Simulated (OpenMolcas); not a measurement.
# Geometry relaxation, with input and output: SiH₂Br₂ (part 3 of 3)

The same run, continued: SiH₂Br₂, SMILES Br[SiH2]Br; HF/pcseg-1, RHF (OpenMolcas 26.06). The geometry comes from this level: PBE0-D4/def2-TZVP.

Geometry of the input (Å):
```
Br -1.6727  -1.2393  0.3623
Si 0.1582  -0.0463  0.0547
Br -0.2956  1.8142  -1.0420
H  1.1034  -0.8432  -0.7517
H  0.7066  0.3146  1.3767
```

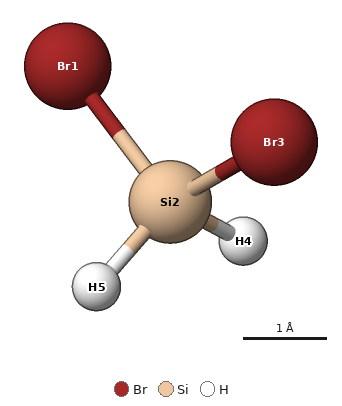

*The geometry at step 2 of the log (ball-and-stick view, seen at a tilt; atoms are numbered from 1 in the order of the input).*

### What the program printed, continued
```
 *********************************************************
 * Nuclear coordinates for the next iteration / angstrom *
 *********************************************************
  ATOM              X               Y               Z
  BR1             -1.682739       -1.258802        0.371049
  SI2              0.165348       -0.048300        0.057103
  BR3             -0.287825        1.834437       -1.051597
  H4               1.099194       -0.837276       -0.742695
  H5               0.706012        0.309931        1.366141

--
--- Stop Module: slapaf /rc=_RC_CONTINUE_LOOP_ ---

>>> END DO

--- Start Module: seward ---
--- Stop Module: seward /rc=_RC_ALL_IS_WELL_ ---
--- Module seward spent 2 seconds ---

--- Start Module: scf ---
--- Stop Module: scf /rc=_RC_ALL_IS_WELL_ ---
--- Module scf spent 1 second ---

--- Start Module: slapaf ---
--- Stop Module: slapaf /rc=_RC_INVOKED_OTHER_MODULE_ ---

--- Start Module: alaska ---
--- Stop Module: alaska /rc=_RC_ALL_IS_WELL_ ---
--- Module alaska spent 5 seconds ---

--- Start Module: slapaf ---

**********************************************************************************************************************
*                                    Energy Statistics for Geometry Optimization                                     *
**********************************************************************************************************************
                       Energy     Grad      Grad              Step                 Estimated   Geom       Hessian
Iter      Energy       Change     Norm      Max    Element    Max     Element     Final Energy Update Update   Index
  1  -5434.33666169  0.00000000 0.020264 -0.013507 nrc002  -0.034089  nrc002    -5434.33690412 RS-RFO  None      0
  2  -5434.33701203 -0.00035035 0.010684 -0.006732 nrc002  -0.035543  nrc002    -5434.33715013 RS-RFO  BFGS      0
  3  -5434.33715878 -0.00014675 0.003024  0.002872 nrc004   0.015198  nrc009    -5434.33718520 RS-RFO  BFGS      0
  4  -5434.33717817 -0.00001939 0.001265 -0.000974 nrc009  -0.007111  nrc009    -5434.33718438 RS-RFO  BFGS      0

       +----------------------------------+----------------------------------+
       +    Cartesian Displacements       +    Gradient in internals         +
       +  Value      Threshold Converged? +  Value      Threshold Converged? +
 +-----+----------------------------------+----------------------------------+
 + RMS + 5.5963E-03  1.2000E-03     No    + 6.3229E-04  3.0000E-04     No    +
 +-----+----------------------------------+----------------------------------+
 + Max + 8.3269E-03  1.8000E-03     No    + 9.7399E-04  4.5000E-04     No    +
 +-----+----------------------------------+----------------------------------+

 Convergence not reached yet!

*****************************************************************************************************************
*****************************************************************************************************************

++ Geometry section

********************************************************************************
  Geometrical information of the new structure
********************************************************************************

 *********************************************************
 * Nuclear coordinates for the next iteration / bohr     *
 *********************************************************
  ATOM              X               Y               Z
  BR1             -3.178161       -2.378463        0.701329
  SI2              0.315551       -0.092178        0.108977
  BR3             -0.542824        3.465426       -1.986399
  H4               2.075449       -1.584969       -1.411159
  H5               1.329966        0.590165        2.587252

 *********************************************************
 * Nuclear coordinates for the next iteration / angstrom *
 *********************************************************
  ATOM              X               Y               Z
  BR1             -1.681810       -1.258628        0.371127
  SI2              0.166982       -0.048779        0.057668
  BR3             -0.287250        1.833825       -1.051157
  H4               1.098280       -0.838730       -0.746753
  H5               0.703788        0.312302        1.369115

--
--- Stop Module: slapaf /rc=_RC_CONTINUE_LOOP_ ---

>>> END DO

--- Start Module: seward ---
--- Stop Module: seward /rc=_RC_ALL_IS_WELL_ ---
--- Module seward spent 2 seconds ---

--- Start Module: scf ---
--- Stop Module: scf /rc=_RC_ALL_IS_WELL_ ---
--- Module scf spent 1 second ---

--- Start Module: slapaf ---
--- Stop Module: slapaf /rc=_RC_INVOKED_OTHER_MODULE_ ---

--- Start Module: alaska ---
--- Stop Module: alaska /rc=_RC_ALL_IS_WELL_ ---
--- Module alaska spent 5 seconds ---

--- Start Module: slapaf ---

**********************************************************************************************************************
*                                    Energy Statistics for Geometry Optimization                                     *
**********************************************************************************************************************
                       Energy     Grad      Grad              Step                 Estimated   Geom       Hessian
Iter      Energy       Change     Norm      Max    Element    Max     Element     Final Energy Update Update   Index
  1  -5434.33666169  0.00000000 0.020264 -0.013507 nrc002  -0.034089  nrc002    -5434.33690412 RS-RFO  None      0
  2  -5434.33701203 -0.00035035 0.010684 -0.006732 nrc002  -0.035543  nrc002    -5434.33715013 RS-RFO  BFGS      0
  3  -5434.33715878 -0.00014675 0.003024  0.002872 nrc004   0.015198  nrc009    -5434.33718520 RS-RFO  BFGS      0
  4  -5434.33717817 -0.00001939 0.001265 -0.000974 nrc009  -0.007111  nrc009    -5434.33718438 RS-RFO  BFGS      0
  5  -5434.33718487 -0.00000670 0.000211 -0.000180 nrc007   0.000609  nrc004    -5434.33718498 RS-RFO  BFGS      0

       +----------------------------------+----------------------------------+
       +    Cartesian Displacements       +    Gradient in internals         +
       +  Value      Threshold Converged? +  Value      Threshold Converged? +
 +-----+----------------------------------+----------------------------------+
 + RMS + 5.7939E-04  1.2000E-03     Yes   + 1.0531E-04  3.0000E-04     Yes   +
 +-----+----------------------------------+----------------------------------+
 + Max + 6.9089E-04  1.8000E-03     Yes   + 1.7962E-04  4.5000E-04     Yes   +
 +-----+----------------------------------+----------------------------------+

 Geometry is converged in   5 iterations to a Minimum Structure

*****************************************************************************************************************
*****************************************************************************************************************

++ Geometry section

********************************************************************************
  Geometrical information of the final structure
********************************************************************************

  NOTE: on convergence the final predicted structure will be printed here.
  This is not identical to the structure printed in the head of the output.

 *********************************************************
 * Nuclear coordinates of the final structure / bohr     *
 *********************************************************
  ATOM              X               Y               Z
  BR1             -3.178372       -2.377998        0.701037
  SI2              0.315716       -0.092230        0.109036
  BR3             -0.543353        3.465175       -1.986361
  H4               2.075836       -1.585340       -1.411595
  H5               1.330154        0.590374        2.587883

 *********************************************************
 * Nuclear coordinates of the final structure / angstrom *
 *********************************************************
  ATOM              X               Y               Z
  BR1             -1.681922       -1.258382        0.370973
  SI2              0.167070       -0.048806        0.057699
  BR3             -0.287530        1.833692       -1.051137
  H4               1.098485       -0.838926       -0.746984
  H5               0.703887        0.312413        1.369449

                    ***************************************
                    *    InterNuclear Distances / bohr    *
                    ***************************************

               1 BR1           2 SI2           3 BR3           4 H4            5 H5
    1 BR1      0.000000
    2 SI2      4.217090        0.000000
    3 BR3      6.950403        4.217086        0.000000
    4 H4       5.718236        2.764004        5.718235        0.000000
    5 H5       5.718236        2.764004        5.718235        4.613632        0.000000

                    *******************************************
                    *    InterNuclear Distances / angstrom    *
                    *******************************************

               1 BR1           2 SI2           3 BR3           4 H4            5 H5
    1 BR1      0.000000
    2 SI2      2.231588        0.000000
    3 BR3      3.677995        2.231586        0.000000
    4 H4       3.025960        1.462648        3.025960        0.000000
    5 H5       3.025960        1.462648        3.025960        2.441429        0.000000

                    **************************************
                    *    Valence Bond Angles / degree    *
                    **************************************
                          Atom centers                 Phi
                      4 H4       2 SI2      5 H5       113.15
--
--- Stop Module: slapaf /rc=_RC_INVOKED_OTHER_MODULE_ ---

--- Start Module: last_energy ---

                                            &LAST_ENERGY

                       available to each process: 1.9 GB of memory, 1 thread

    Geometry read from RUNFILE

               SEWARD will generate:
                  Multipole Moment integrals up to order  2
                  Kinetic Energy integrals
                  Nuclear Attraction integrals (point charge)
                  One-Electron Hamiltonian integrals
                  Velocity integrals
                  Orbital angular momentum around ( -1.4999   0.4381  -0.5179 )
                  Velocity quadrupole around ( -1.4984   0.4377  -0.5175 )
                  Two-Electron Repulsion integrals

                   Integrals are discarded if absolute value <: 1.00E-14
                   Integral cutoff threshold is set to       <: 1.00E-16

            Nuclear Potential Energy            443.46666344 au

      Basis set specifications :
      Symmetry species         a
      Basis functions           82

++    Input section:
      --------------

      Header of the integral files:

      Cartesian coordinates in angstrom:
      -----------------------------------------------------
      No.  Label        X            Y            Z
      -----------------------------------------------------
       1   BR1       -1.68192196  -1.25838223   0.37097291
       2   SI2        0.16706974  -0.04880614   0.05769913
       3   BR3       -0.28752994   1.83369165  -1.05113688
       4   H4         1.09848514  -0.83892587  -0.74698379
       5   H5         0.70388702   0.31241260   1.36944862
      -----------------------------------------------------
      Nuclear repulsion energy =  443.46666344
--

++    Orbital specifications:
      -----------------------

      Symmetry species               1
                                     a
      Frozen orbitals                0
      Occupied orbitals             43
      Secondary orbitals            39
      Deleted orbitals               0
      Total number of orbitals      82
      Number of basis functions     82
--

      Molecular charge                           0.000

++    Optimization specifications:
      ----------------------------

      SCF Algorithm: Conventional
      Minimized density differences are used
      Number of density matrices in core                 5
      Maximum number of NDDO SCF iterations            400
      Maximum number of HF SCF iterations              400
      Threshold for SCF energy change             1.00E-09
      Threshold for density matrix                1.00E-04
      Threshold for Fock matrix                   1.50E-04
      Threshold for linear dependence             1.00E-09
      Threshold at which DIIS is turned on        1.50E-01
      Maximum depth in the DIIS procedure                5
      Maximum depth in the BFGS Hessian update          30
      Threshold at which QNR/C2DIIS is turned on  7.50E-02
      Threshold for Norm(delta) (QNR/C2DIIS)      1.00E-03
      All orbitals punched on: SCFORB
--

      Detected old SCF orbitals

++ Convergence information
                                   SCF        iterations: Energy and convergence statistics

Iter     Tot. SCF        One-elec.       Two-elec.     Energy      Max Dij or  Max Fij      DNorm      TNorm      AccCon     Time
         Energy          Energy          Energy        Change      Delta Norm                                                in Sec.

 The total and one-electron energies are shifted by a value of      5000. a.u.

   1  -434.337184967 -3451.496526039  2573.692677627   0.00E+00    7.66E-05    7.46E-05     1.85E+01   4.98E+02   None         0.
   2  -434.337184993 -3451.496348143  2573.692499706  -2.53E-08*   3.96E-05    1.08E-05     5.83E-04   4.98E+02   EDIIS        0.
   3  -434.337184995 -3451.496193569  2573.692345130  -2.18E-09*   6.17E-06    7.48E-06     9.40E-05   4.98E+02   c2DIIS       0.
   4  -434.337184995 -3451.496182766  2573.692334327  -4.58E-10    2.82E-06    9.09E-07     1.11E-04   4.98E+02   QNRc2DIIS    0.

       Convergence after   4 Iterations
--

 *****************************************************************************************************************************
 *                                             SCF/KS-DFT Program, Final results                                             *
 *                                                       Final Results                                                       *
 *****************************************************************************************************************************

::    Total SCF energy                              -5434.3371849953
      One-electron energy                           -8451.4961827664
      Two-electron energy                            2573.6923343268
      Nuclear repulsion energy                        443.4666634443
      Kinetic energy (interpolated)                  5437.1536340065
      Virial theorem                                    0.9994819994
      Total spin, S(S+1)                                0.0000000000
      Total spin, S                                     0.0000000000
      Max non-diagonal density matrix element           0.0000033288
      Max non-diagonal Fock matrix element              0.0000000000

      No orbitals printed

++    Molecular charges:
      ------------------

      Mulliken charges per centre
      ---------------------------

                BR1     SI2     BR3     H4      H5
      Total   35.4102 12.9192 35.4102  1.1302  1.1302

      N-E     -0.4102  1.0808 -0.4102 -0.1302 -0.1302

      Total electronic charge=   86.000000

      Total            charge=   -0.000000
--

++    Molecular properties:
      ---------------------

      Charge (e):
                      =   -0.0000
      Dipole Moment (debye):
      Origin of the operator (angstrom)=   -0.7929    0.2316   -0.2738
                   X=  1.5777E+00               Y= -4.6086E-01               Z=  5.4486E-01           Total=  1.7316E+00
      Quadrupole Moment (debye*angstrom):
      Origin of the operator (angstrom)=   -0.7929    0.2316   -0.2738
                  XX= -4.9821E+01              XY= -1.4970E+00              XZ=  1.1968E+00              YY= -5.3426E+01
                  YZ=  5.6613E-01              ZZ= -5.1957E+01
      In traceless form (debye*angstrom)
                  XX=  2.8704E+00              XY= -2.2456E+00              XZ=  1.7952E+00              YY= -2.5369E+00
                  YZ=  8.4919E-01              ZZ= -3.3349E-01
--

--- Stop Module: last_energy /rc=_RC_ALL_IS_WELL_ ---
--- Module last_energy spent 3 seconds ---

>>> END DO

.##################.
.# Happy landing! #.
.##################.

    Timing: Wall=50.51 User=45.49 System=4.96
```

### Trajectory as extended XYZ (Å, eV, eV/Å), 5 frames, from step=0 to step=4
```
5
Properties=species:S:1:pos:R:3:forces:R:3 step=0 energy=-147875.83389
Br   -1.6727   -1.2393    0.3623   -0.3453  -0.2473   0.0701
Si    0.1582   -0.0463    0.0547    0.6873  -0.2005   0.2373
Br   -0.2956    1.8142   -1.0420   -0.0685   0.3690  -0.2135
H     1.1034   -0.8432   -0.7517   -0.1729   0.1449   0.1471
H     0.7066    0.3146    1.3767   -0.1005  -0.0662  -0.2410
5
Properties=species:S:1:pos:R:3:forces:R:3 step=1 energy=-147875.84342
Br   -1.6754   -1.2467    0.3658   -0.2228  -0.1560   0.0433
Si    0.1611   -0.0470    0.0556    0.3457  -0.1013   0.1196
Br   -0.2918    1.8214   -1.0452   -0.0467   0.2350  -0.1366
H     1.1000   -0.8384   -0.7444   -0.0436   0.0272   0.0164
H     0.7062    0.3108    1.3681   -0.0326  -0.0049  -0.0427
5
Properties=species:S:1:pos:R:3:forces:R:3 step=2 energy=-147875.84742
Br   -1.6769   -1.2561    0.3707   -0.0687  -0.0468   0.0127
Si    0.1686   -0.0492    0.0582   -0.0185   0.0052  -0.0063
Br   -0.2855    1.8293   -1.0484   -0.0153   0.0714  -0.0417
H     1.0943   -0.8380   -0.7490    0.0578  -0.0341  -0.0176
H     0.6995    0.3140    1.3685    0.0447   0.0043   0.0529
5
Properties=species:S:1:pos:R:3:forces:R:3 step=3 energy=-147875.84795
Br   -1.6827   -1.2588    0.3710   -0.0008   0.0040  -0.0023
Si    0.1653   -0.0483    0.0571   -0.0053   0.0015  -0.0018
Br   -0.2878    1.8344   -1.0516   -0.0038  -0.0026   0.0007
H     1.0992   -0.8373   -0.7427    0.0123  -0.0228  -0.0375
H     0.7060    0.3099    1.3661   -0.0023   0.0199   0.0409
5
Properties=species:S:1:pos:R:3:forces:R:3 step=4 energy=-147875.84813
Br   -1.6818   -1.2586    0.3711   -0.0011   0.0014  -0.0010
Si    0.1670   -0.0488    0.0577   -0.0034   0.0009  -0.0012
Br   -0.2873    1.8338   -1.0512   -0.0020  -0.0005  -0.0001
H     1.0983   -0.8387   -0.7468    0.0042  -0.0037  -0.0040
H     0.7038    0.3123    1.3691    0.0023   0.0019   0.0062
```

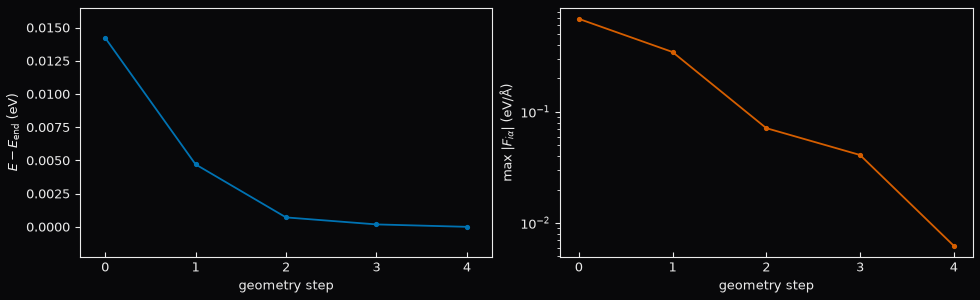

*Progress of the relaxation, step by step (steps are counted from 0).*

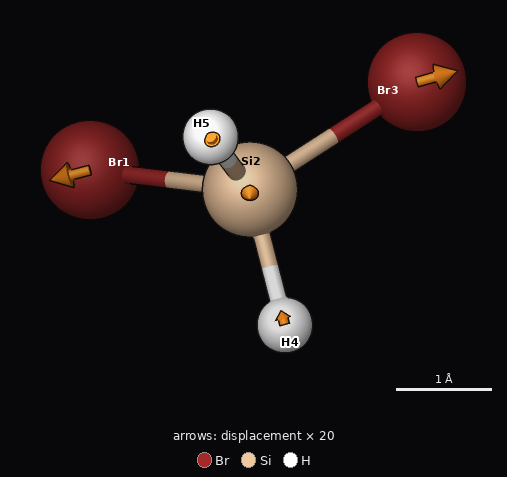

*The starting structure with the displacements as orange arrows, magnified 20 times (ball-and-stick view, seen at a tilt). The two geometries are laid on each other by the best rigid fit.*

The largest moves after the best rigid fit, 0.023 Å, are those of Br1 and Br3. By element the largest moves are Br 0.023 Å, Si 0.010 Å, H 0.008 Å. Among the contacts that change: Br1–Si2 2.207 → 2.232 Å, Si2–H4 1.476 → 1.462 Å. Over 4 geometry steps the energy falls by 0.014 eV. The largest force component goes from 0.69 to 0.0062 eV/Å. (Atoms are counted from 1 in the order of the input.)

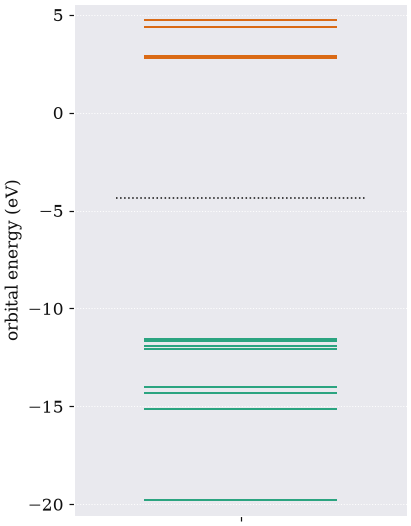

*Orbital energies near the frontier; the dotted line parts filled from empty levels, and levels within 0.02 eV of each other stand side by side.*

Highest filled −11.54 eV, lowest empty 2.79 eV, 14.33 eV apart.

### Results in brief

| quantity | value |
| --- | --- |
| outcome | converged |
| total energy | −5434.337185 hartree |
| basis functions | 82 |
| HOMO | −11.54 eV |
| LUMO | 2.79 eV |
| dipole moment | 1.73 debye |
| wall time | 51 s |
| peak memory | 0.46 GiB |
